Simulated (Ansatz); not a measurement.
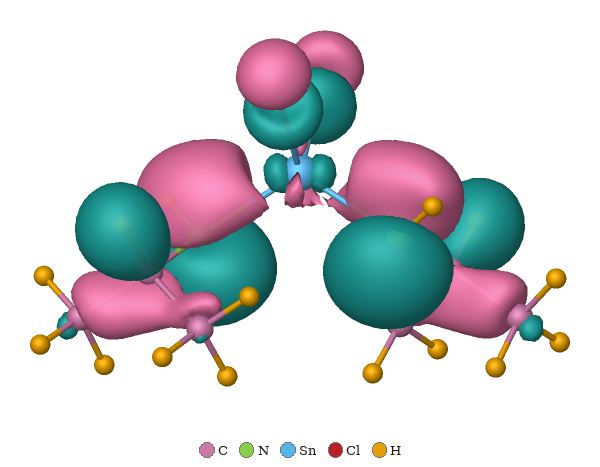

*C6H16Cl2N2Sn (SMILES CC(C)[NH][Sn]([Cl])([Cl])[NH]C(C)C). The HOMO at ±0.08 Å⁻³ᐟ² (teal and pink are the two phases), seen across its widest extent.*

Geometry: PBE0-D4/def2-TZVP; core potentials replace the inner electrons of Sn.

Theory: RKS PBE0-D4/def2-TZVPP in Ansatz 0.2.0.

```yaml
atoms:
  - { symbol: C, position_ang: [-1.9840, -0.5990, 1.0680] }
  - { symbol: C, position_ang: [-1.6427, 0.6687, 1.8270] }
  - { symbol: C, position_ang: [-2.7652, 1.6876, 1.7326] }
  - { symbol: N, position_ang: [-0.4270, 1.2659, 1.2703] }
  - { symbol: Sn, position_ang: [1.2625, 0.1997, 1.1861] }
  - { symbol: Cl, position_ang: [2.9245, 1.8362, 1.1143] }
  - { symbol: Cl, position_ang: [1.5513, -1.1268, 3.0841] }
  - { symbol: N, position_ang: [1.4355, -1.1068, -0.3177] }
  - { symbol: C, position_ang: [1.8216, -0.6417, -1.6515] }
  - { symbol: C, position_ang: [0.8460, 0.4178, -2.1263] }
  - { symbol: C, position_ang: [1.8396, -1.8357, -2.5903] }
  - { symbol: H, position_ang: [-2.1318, -0.3797, 0.0077] }
  - { symbol: H, position_ang: [-1.1933, -1.3521, 1.1474] }
  - { symbol: H, position_ang: [-2.8969, -1.0471, 1.4650] }
  - { symbol: H, position_ang: [-1.5097, 0.4049, 2.8873] }
  - { symbol: H, position_ang: [-3.6890, 1.2823, 2.1520] }
  - { symbol: H, position_ang: [-2.5188, 2.5979, 2.2858] }
  - { symbol: H, position_ang: [-2.9431, 1.9592, 0.6892] }
  - { symbol: H, position_ang: [-0.2368, 2.1701, 1.6875] }
  - { symbol: H, position_ang: [2.0067, -1.8904, -0.0217] }
  - { symbol: H, position_ang: [2.8288, -0.1979, -1.6447] }
  - { symbol: H, position_ang: [-0.1694, 0.0149, -2.1546] }
  - { symbol: H, position_ang: [0.8403, 1.2953, -1.4717] }
  - { symbol: H, position_ang: [1.1152, 0.7634, -3.1262] }
  - { symbol: H, position_ang: [2.1375, -1.5300, -3.5960] }
  - { symbol: H, position_ang: [2.5482, -2.5950, -2.2487] }
  - { symbol: H, position_ang: [0.8479, -2.2919, -2.6415] }
```

### Where does this orbital lie, and at what energy?

Its weight (Hirshfeld) is mainly on N4 (about 25 %), N8 (about 25 %) and Sn5 (about 10 %). Its energy is −7.18 eV.
